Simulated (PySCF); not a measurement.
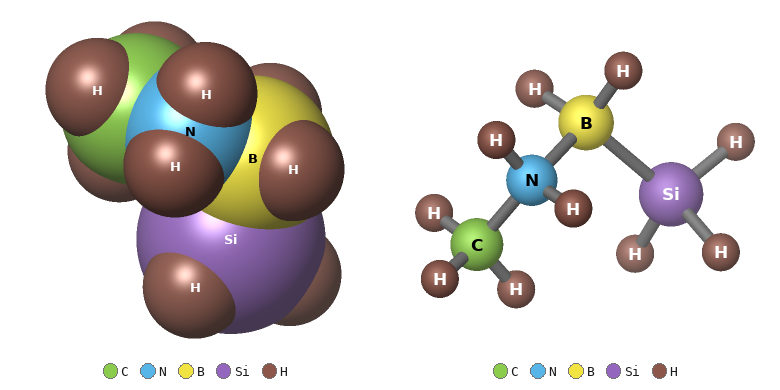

The same structure drawn twice, from different directions.

What is the molecular formula?

CH10BNSi, 14 atoms: 1 carbon, 10 hydrogen, 1 boron, 1 nitrogen and 1 silicon.

Does it have rings?

It has no ring.

Name some functional groups or characteristic bonds that it holds.

Among them: Si–H bond, B–H bond.

What is its SMILES?

C[NH2+][BH2-][SiH3]

How many bonds of each kind are drawn?

3 C–H, 3 Si–H, 2 N–H, 2 B–H, 1 C–N, 1 B–N, 1 B–Si.

The parts below concern this one geometry. Atoms keep their numbers from picture to picture. Computed geometry: PBE0-D3(BJ)/def2-SVP optimisation. No frequency run is at hand to confirm it as a minimum.

### Geometry

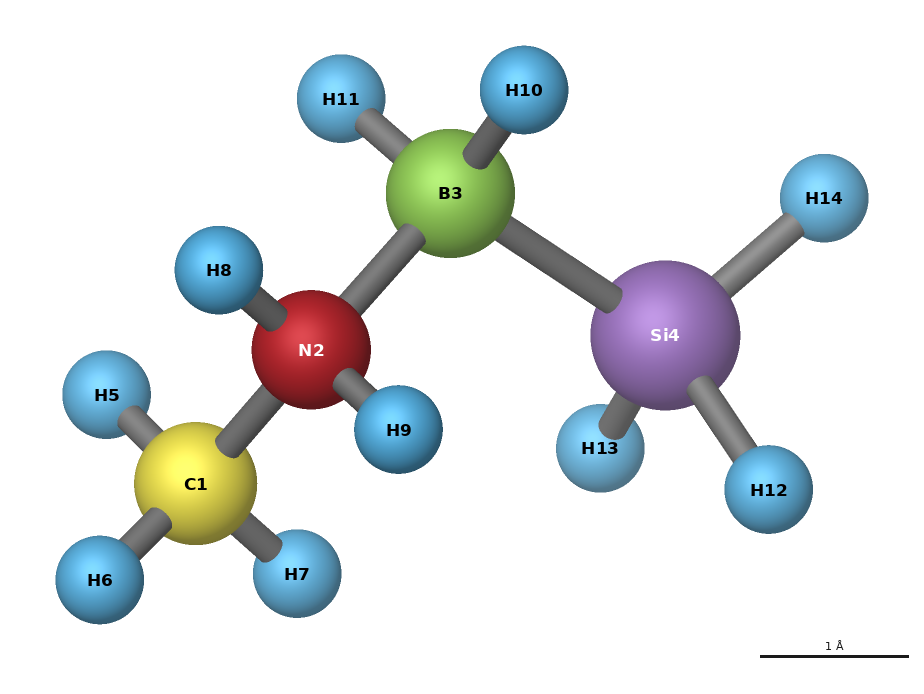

No frequency run is at hand to confirm it as a minimum.

List the bonds and their lengths.

```json
{"bond": "C1–N2", "length (Å)": "1.469", "order": "single"}
{"bond": "C1–H5", "length (Å)": "1.097", "order": "single"}
{"bond": "C1–H6", "length (Å)": "1.100", "order": "single"}
{"bond": "C1–H7", "length (Å)": "1.098", "order": "single"}
{"bond": "N2–B3", "length (Å)": "1.623", "order": "single"}
{"bond": "N2–H8", "length (Å)": "1.022", "order": "single"}
{"bond": "N2–H9", "length (Å)": "1.023", "order": "single"}
{"bond": "B3–Si4", "length (Å)": "2.026", "order": "single"}
{"bond": "B3–H10", "length (Å)": "1.224", "order": "single"}
{"bond": "B3–H11", "length (Å)": "1.224", "order": "single"}
{"bond": "Si4–H12", "length (Å)": "1.514", "order": "single"}
{"bond": "Si4–H13", "length (Å)": "1.509", "order": "single"}
{"bond": "Si4–H14", "length (Å)": "1.500", "order": "single"}
```

### NMR shielding

The questions are on isotropic NMR shieldings of the H atoms. No frequency run is at hand to confirm it as a minimum. Level of theory: GIAO LC-wPBE/pcSseg-2 NMR shielding, non-relativistic, gas phase (PySCF 2.14.0).

Give the isotropic NMR shieldings of the H atoms atom by atom.

```json
{"atom": "H5", "σ (ppm)": "28.80"}
{"atom": "H6", "σ (ppm)": "29.01"}
{"atom": "H7", "σ (ppm)": "28.61"}
{"atom": "H8", "σ (ppm)": "28.19"}
{"atom": "H9", "σ (ppm)": "28.64"}
{"atom": "H10", "σ (ppm)": "29.12"}
{"atom": "H11", "σ (ppm)": "29.22"}
{"atom": "H12", "σ (ppm)": "28.23"}
{"atom": "H13", "σ (ppm)": "28.04"}
{"atom": "H14", "σ (ppm)": "28.05"}
```

### Electronic properties

No frequency run is at hand to confirm it as a minimum. Level of theory: WP04/pcSseg-2, gas phase (PySCF 2.14.0).

What is the HOMO energy (Kohn–Sham orbital)?

−7.93 eV.

Give the LUMO energy (Kohn–Sham orbital) at this level.

−1.81 eV.

What is the dipole moment?

6.02 D.

### Quadrupole coupling

No frequency run is at hand to confirm it as a minimum. Electric field gradients from the ground-state density, PBE0/STO-3G (PySCF 2.14.0), non-relativistic apart from any core potentials.

Give the largest field-gradient component, the quadrupole coupling constant and the asymmetry for 14N at N2 (Q = 20.44 mb), 11B at B3 (Q = 40.59 mb).

```
atom  V_zz (a.u.)  e²qQ/h (MHz)     η
  N2       −0.644         −3.09  0.03
  B3        0.287          2.74  0.01
```

### Charges

The questions are on ESP-fitted charges. No frequency run is at hand to confirm it as a minimum. Properties computed with PBE0/STO-3G, gas phase (PySCF 2.14.0).

Give the ESP-fitted charges atom by atom.

```
atom  value (e)
  C1      −0.29
  N2       0.07
  B3      −0.29
 Si4       0.26
  H5       0.13
  H6       0.11
  H7       0.13
  H8       0.22
  H9       0.21
 H10      −0.11
 H11      −0.09
 H12      −0.13
 H13      −0.12
 H14      −0.10
```
